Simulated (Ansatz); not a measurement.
# C₂H₆FN: how energies converge with the basis set

How large a basis does C₂H₆FN need? Two functionals are run in growing sets.

Computed with Ansatz 0.2.0, Gaussian basis. Level: one geometry, several basis sets.

The runs, in order: PBE0-D4/def2-SVP; ωB97M-V/def2-SVP; PBE0-D4/def2-QZVPP; ωB97M-V/def2-QZVPP; the functionals' def2-TZVPP values are taken from earlier runs.

### 1 The geometry

An earlier PBE0-D4 in a triple-zeta def2 set relaxation fixed the geometry.

SMILES `CC(N)F`, 10 atoms, charge 0, spin multiplicity 1.

Atoms are counted from 1 here; the program's logs count them from 0.

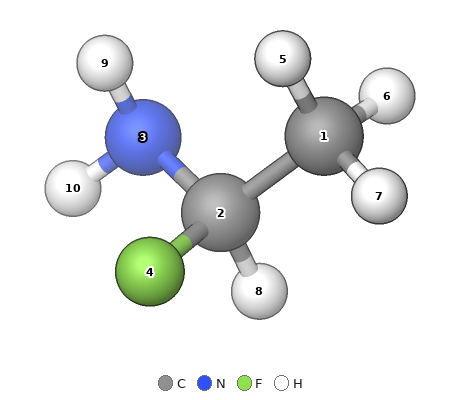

The structure; carbon grey, nitrogen blue, fluorine green, hydrogen white; atoms are numbered from 1 in the order of the file.

### 2 PBE0-D4 in def2-SVP

Input file in.yaml:

```yaml
crystal:
  periodic: [false, false, false]
  atoms:
    - {symbol: C, position_ang: [-0.978821, 0.425454, -0.400511]}
    - {symbol: C, position_ang: [0.083754, -0.517293, 0.098358]}
    - {symbol: N, position_ang: [1.102802, 0.154548, 0.801894]}
    - {symbol: F, position_ang: [0.588802, -1.214520, -1.025049]}
    - {symbol: H, position_ang: [-0.531167, 1.187075, -1.044289]}
    - {symbol: H, position_ang: [-1.467148, 0.919099, 0.440292]}
    - {symbol: H, position_ang: [-1.724627, -0.118460, -0.979889]}
    - {symbol: H, position_ang: [-0.338383, -1.295276, 0.741385]}
    - {symbol: H, position_ang: [1.526061, 0.885130, 0.244195]}
    - {symbol: H, position_ang: [1.821927, -0.476856, 1.126512]}
basis:
  gaussian: {orbitals: def2-SVP}
hamiltonian: {xc: pbe0, dispersion: d4}
output: {orbitals: {seedname: orbitals}}
```

The run is started by

```bash
$ ansatz run in.yaml --threads 2 --pin off --events-out ev --progress --plain --max-ram 4352MiB
```

What it wrote:

```text
Functional definition: PBE0
  name "PBE0"
  cite "Adamo & Barone, J. Chem. Phys. 110, 6158 (1999) doi:10.1063/1.478522"
  cite "Perdew, Burke & Ernzerhof, Phys. Rev. Lett. 77, 3865 (1996) doi:10.1103/PhysRevLett.77.3865"
  parent pbe
  parameter a = 0.25
  parameter kappa = 0.804
  parameter beta = 0.06672455060314922
  exchange = (1 - a)*pbe_x(kappa = kappa, mu = beta*pi^2/3) + a*exact_x
  correlation = pbe_c(beta = beta)
984 factors; their error is unknown
mean field evaluation 1: about -6361.6527 eV, gradient 5.2e1 eV
mean field evaluation 2: about -6360.5818 eV, gradient 5.6e1 eV
mean field evaluation 4: about -6367.2998 eV, gradient 2.0e0 eV
mean field evaluation 8: about -6367.3028 eV, gradient 1.8e-2 eV
mean field evaluation 16: about -6367.2897 eV, gradient 4.5e-5 eV
mean field -6367.28973541 eV, -233.9935818724 hartree, gradient 4.5e-5 eV, S^2 0.000000; 0 other end points of the search recorded, 0 dependent functions left out
reference -6367.28975749 eV, -233.9935826836 hartree; 17, 17 occupied and 69, 69 virtual orbitals, 984 factors
Total energy: -6367.39956109 eV, -233.9976178914 hartree
```

It took 1.1 s on 2 threads of Arm Neoverse V2, shared host.

### 3 ωB97M-V in def2-SVP

in.yaml, as its differences from that of step 2:

```diff
@@ -15,3 +15,3 @@
   gaussian: {orbitals: def2-SVP}
-hamiltonian: {xc: pbe0, dispersion: d4}
+hamiltonian: {xc: {name: wB97M-V}}
 output: {orbitals: {seedname: orbitals}}
```

Same command.

What it wrote:

```text
Functional definition: wB97M-V
  name "wB97M-V"
  cite "Mardirossian & Head-Gordon, J. Chem. Phys. 144, 214110 (2016) doi:10.1063/1.4952647"
  cite "Becke, J. Chem. Phys. 107, 8554 (1997) doi:10.1063/1.475007"
  cite "Vydrov & Van Voorhis, J. Chem. Phys. 133, 244103 (2010) doi:10.1063/1.3521275"
  # Of w^i u^j: cxij and so on, Table III.
  parameter omega = 0.3/bohr
  parameter cx = 0.15
  parameter cx01 = 1.007
  parameter cx10 = 0.259
  parameter css00 = 0.443
  parameter css04 = -1.437
  parameter css10 = -4.535
  parameter css20 = -3.390
  parameter css43 = 4.278
  parameter cos00 = 1.000
  parameter cos10 = 1.358
  parameter cos20 = 2.924
  parameter cos21 = -8.812
  parameter cos60 = -1.390
  parameter cos61 = 9.142
  parameter b = 6.0
  parameter c = 0.01
  gx(w, u) = 1 - cx + cx01*u + cx10*w
  gss(w, u) = css00 + css04*u^4 + css10*w + css20*w^2 + css43*w^4*u^3
  gos(w, u) = cos00 + cos10*w + (cos20 + cos21*u)*w^2 + (cos60 + cos61*u)*w^6
  exchange = spin_sum(e_x_unif_sr(omega)*gx(b97_w, b97_u_x)) + cx*exact_x_sr(omega) + exact_x_lr(omega)
  correlation = spin_sum(e_c_pw_mod_same_spin*gss(b97_w, b97_u_same))
      + integral(e_c_pw_mod_opposite_spin*gos(b97_w_opposite, b97_u_opposite)) + vv10(b, c)
984 factors; their error is unknown
232 factors; integrals over basis functions are off by at most 7.8e-6 eV
mean field evaluation 1: about -6367.7461 eV, gradient 4.3e1 eV
mean field evaluation 2: about -6369.3701 eV, gradient 3.4e1 eV
mean field evaluation 4: about -6371.4616 eV, gradient 1.2e0 eV
mean field evaluation 8: about -6371.4332 eV, gradient 3.0e-1 eV
mean field evaluation 16: about -6371.4333 eV, gradient 3.7e-5 eV
mean field -6371.43333973 eV, -234.1458565224 hartree, gradient 3.7e-5 eV, S^2 0.000000; 0 other end points of the search recorded, 0 dependent functions left out
reference -6371.43337357 eV, -234.1458577660 hartree; 17, 17 occupied and 69, 69 virtual orbitals, 984 factors
Total energy: -6371.43337357 eV, -234.1458577660 hartree
```

Wall time 4.2 s (2 threads of Arm Neoverse V2, shared host).

### 4 PBE0-D4 in def2-QZVPP

in.yaml, as its differences from that of step 3:

```diff
@@ -14,4 +14,4 @@
 basis:
-  gaussian: {orbitals: def2-SVP}
-hamiltonian: {xc: {name: wB97M-V}}
+  gaussian: {orbitals: "def2-QZVPP.json"}
+hamiltonian: {xc: pbe0, dispersion: d4}
 output: {orbitals: {seedname: orbitals}}
```

Same command.

What it wrote:

```text
Functional definition: PBE0
  name "PBE0"
  cite "Adamo & Barone, J. Chem. Phys. 110, 6158 (1999) doi:10.1063/1.478522"
  cite "Perdew, Burke & Ernzerhof, Phys. Rev. Lett. 77, 3865 (1996) doi:10.1103/PhysRevLett.77.3865"
  parent pbe
  parameter a = 0.25
  parameter kappa = 0.804
  parameter beta = 0.06672455060314922
  exchange = (1 - a)*pbe_x(kappa = kappa, mu = beta*pi^2/3) + a*exact_x
  correlation = pbe_c(beta = beta)
1088 factors; their error is unknown
mean field evaluation 1: about -6366.7350 eV, gradient 6.5e1 eV
mean field evaluation 2: about -6362.6290 eV, gradient 7.6e1 eV
mean field evaluation 4: about -6375.1540 eV, gradient 4.2e0 eV
mean field evaluation 8: about -6375.1787 eV, gradient 5.0e-2 eV
mean field evaluation 16: about -6375.1766 eV, gradient 2.6e-5 eV
mean field -6375.17655880 eV, -234.2834172860 hartree, gradient 2.6e-5 eV, S^2 0.000000; 0 other end points of the search recorded, 0 dependent functions left out
reference -6375.17659077 eV, -234.2834184608 hartree; 17, 17 occupied and 391, 391 virtual orbitals, 1088 factors
Total energy: -6375.28639437 eV, -234.2874536687 hartree
```

It took 7.5 s on 2 threads of Arm Neoverse V2, shared host; peak memory 0.99 GiB.

### 5 ωB97M-V in def2-QZVPP

in.yaml, as its differences from that of step 4:

```diff
@@ -15,3 +15,3 @@
   gaussian: {orbitals: "def2-QZVPP.json"}
-hamiltonian: {xc: pbe0, dispersion: d4}
+hamiltonian: {xc: {name: wB97M-V}}
 output: {orbitals: {seedname: orbitals}}
```

Launched as before.

What it wrote:

```text
Functional definition: wB97M-V
  name "wB97M-V"
  cite "Mardirossian & Head-Gordon, J. Chem. Phys. 144, 214110 (2016) doi:10.1063/1.4952647"
  cite "Becke, J. Chem. Phys. 107, 8554 (1997) doi:10.1063/1.475007"
  cite "Vydrov & Van Voorhis, J. Chem. Phys. 133, 244103 (2010) doi:10.1063/1.3521275"
  # Of w^i u^j: cxij and so on, Table III.
  parameter omega = 0.3/bohr
  parameter cx = 0.15
  parameter cx01 = 1.007
  parameter cx10 = 0.259
  parameter css00 = 0.443
  parameter css04 = -1.437
  parameter css10 = -4.535
  parameter css20 = -3.390
  parameter css43 = 4.278
  parameter cos00 = 1.000
  parameter cos10 = 1.358
  parameter cos20 = 2.924
  parameter cos21 = -8.812
  parameter cos60 = -1.390
  parameter cos61 = 9.142
  parameter b = 6.0
  parameter c = 0.01
  gx(w, u) = 1 - cx + cx01*u + cx10*w
  gss(w, u) = css00 + css04*u^4 + css10*w + css20*w^2 + css43*w^4*u^3
  gos(w, u) = cos00 + cos10*w + (cos20 + cos21*u)*w^2 + (cos60 + cos61*u)*w^6
  exchange = spin_sum(e_x_unif_sr(omega)*gx(b97_w, b97_u_x)) + cx*exact_x_sr(omega) + exact_x_lr(omega)
  correlation = spin_sum(e_c_pw_mod_same_spin*gss(b97_w, b97_u_same))
      + integral(e_c_pw_mod_opposite_spin*gos(b97_w_opposite, b97_u_opposite)) + vv10(b, c)
1088 factors; their error is unknown
300 factors; integrals over basis functions are off by at most 7.1e-6 eV
mean field evaluation 1: about -6374.2219 eV, gradient 5.3e1 eV
mean field evaluation 2: about -6376.1607 eV, gradient 4.4e1 eV
mean field evaluation 4: about -6379.6041 eV, gradient 1.6e0 eV
mean field evaluation 8: about -6379.6105 eV, gradient 7.4e-2 eV
mean field evaluation 16: about -6379.6035 eV, gradient 1.2e-4 eV
mean field -6379.60347479 eV, -234.4461034480 hartree, gradient 2.3e-5 eV, S^2 0.000000; 0 other end points of the search recorded, 0 dependent functions left out
reference -6379.60352622 eV, -234.4461053381 hartree; 17, 17 occupied and 391, 391 virtual orbitals, 1088 factors
Total energy: -6379.60352622 eV, -234.4461053381 hartree
```

Wall time 19 s (2 threads of Arm Neoverse V2, shared host); peak memory 1.2 GiB.

### 6 Density functionals: the series

The def2-TZVPP values come from earlier runs at the same geometry.

| functional | basis | functions | energy (eV) | from the largest (eV) | HOMO (eV) | LUMO (eV) |
| --- | --- | --- | --- | --- | --- | --- |
| PBE0-D4 | def2-SVP | 86 | -6367.3996 | 7.887 | -7.55 | 1.95 |
| PBE0-D4 | def2-TZVPP | 208 | -6374.9265 | 0.360 | -7.83 | 1.20 |
| PBE0-D4 | def2-QZVPP | 408 | -6375.2864 | 0.000 | -7.89 | 0.76 |
| ωB97M-V | def2-SVP | 86 | -6371.4334 | 8.170 | -9.99 | 3.58 |
| ωB97M-V | def2-TZVPP | 208 | -6379.2536 | 0.350 | -10.28 | 2.57 |
| ωB97M-V | def2-QZVPP | 408 | -6379.6035 | 0.000 | -10.34 | 1.91 |

### 7 Results

| quantity | value |
| --- | --- |
| PBE0-D4: double and triple zeta above quadruple | 7.89, 0.36 eV |
| ωB97M-V: double and triple zeta above quadruple | 8.17, 0.35 eV |

For PBE0-D4 the step from double to triple zeta gains 7.53 eV and the next only 0.36 eV. Total energies overstate the basis error of differences, where much of it tends to cancel. The LUMO of ωB97M-V is positive and keeps falling with the basis (3.58 to 1.91 eV): an unbound level that the basis holds in place.

For PBE0-D4 the largest set took about 7 times as long as the smallest (7.5 s against 1.1 s).
